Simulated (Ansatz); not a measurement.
**C$_{2}$H$_{7}$BSi: density, localisation and related maps**

The calculation's input:

```
crystal:
  periodic: [false, false, false]
  atoms:
    - {symbol: C, position_ang: [-0.985145, 1.496552, -0.212078]}
    - {symbol: B, position_ang: [0.081227, 0.395945, 0.011253]}
    - {symbol: C, position_ang: [0.376146, -0.653123, 1.048351]}
    - {symbol: Si, position_ang: [0.870154, -1.170922, -0.797926]}
    - {symbol: H, position_ang: [-1.614874, 1.289117, -1.082009]}
    - {symbol: H, position_ang: [-1.617319, 1.684068, 0.659520]}
    - {symbol: H, position_ang: [-0.461181, 2.430547, -0.452482]}
    - {symbol: H, position_ang: [-0.341745, -0.974672, 1.801454]}
    - {symbol: H, position_ang: [1.401955, -0.829740, 1.382345]}
    - {symbol: H, position_ang: [2.284726, -1.602970, -0.720822]}
    - {symbol: H, position_ang: [0.071452, -2.121904, -1.617107]}
basis:
  gaussian: {orbitals: def2-TZVPP}
hamiltonian: {xc: pbe0, dispersion: d4}
output: {orbitals: {seedname: orbitals}}
```

Launched as:

```sh
ansatz run in.yaml --threads 2 --pin off --events-out ev --progress --plain --max-ram 4352MiB
```

Geometry: PBE0-D4/def2-TZVP.

Computed with Ansatz, RKS PBE0-D4/def2-TZVPP.

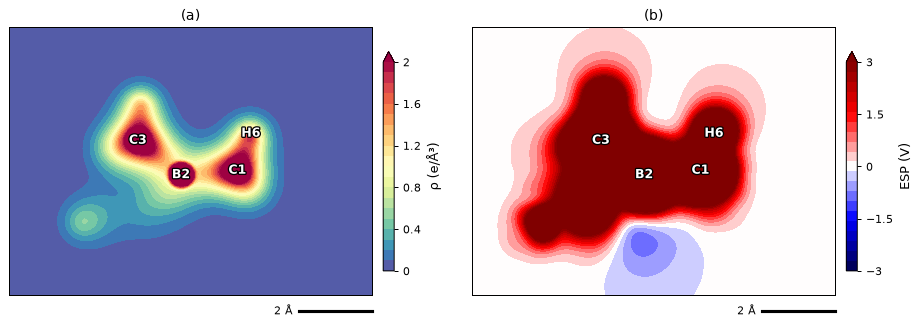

Figure 1. (a) total electron density; (b) molecular electrostatic potential on the plane of atoms C1, B2 and C3.

**Read the bonding off the picture.**

The section cuts through C, B and H sites.
C–B (1.50 Å): ρ is about 1.5 e/Å³ halfway.
C–H (1.09 Å): the density is about 2 e/Å³ at the midpoint.
C–B (1.55 Å): ρ at the midpoint is about 1.5 e/Å³.
Outside the dense part of the molecule the potential is most negative (−0.9 V) near C1.

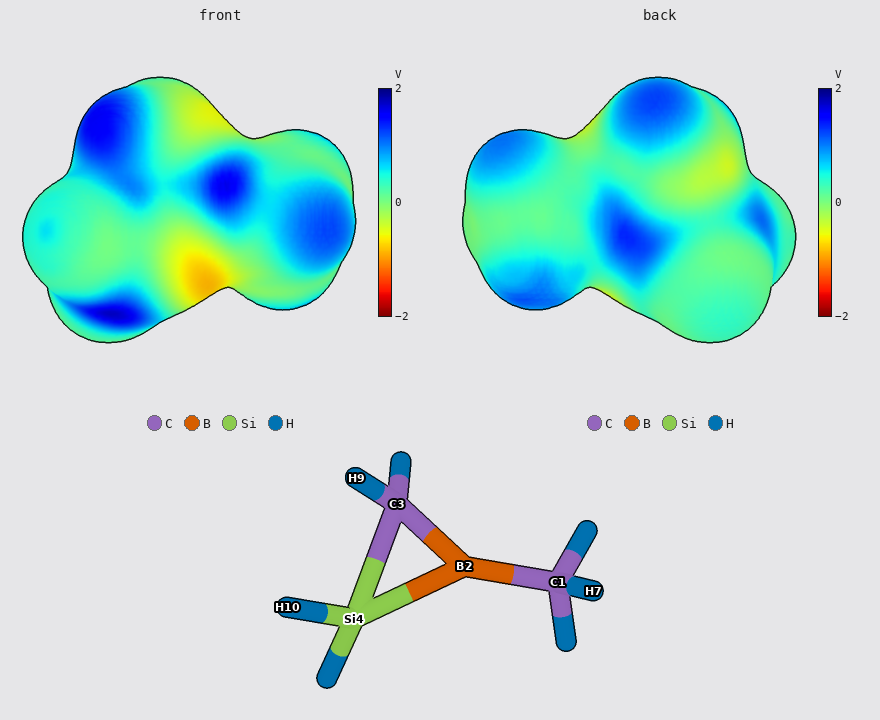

Figure 2. The molecular electrostatic potential painted on the density surface at 0.004 e/bohr³, seen from the front and from behind; red is negative and blue positive. The bare structure is drawn below in the same view.

**Where is the surface potential most negative and most positive?**

The most negative region (about −0.8 V, or −18 kcal/mol for a unit charge) lies over H5, the most positive (about +1.6 V, or +37 kcal/mol for a unit charge) over B2, Si4 and H9.

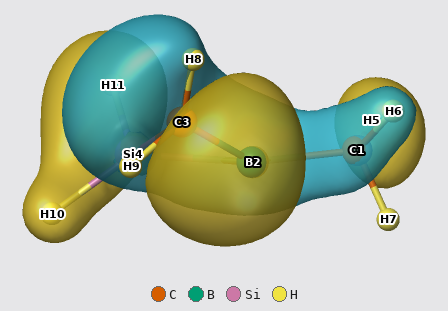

Figure 3. The HOMO−1 at ±0.08 Å⁻³ᐟ² (yellow and cyan are the two phases), seen from one side.

**Describe this orbital and give its energy.**

Its weight (Hirshfeld) is mainly on C3 (about 40 %), B2 (about 20 %), Si4 (about 15 %) and H11 (about 5 %). Its energy is −7.79 eV.
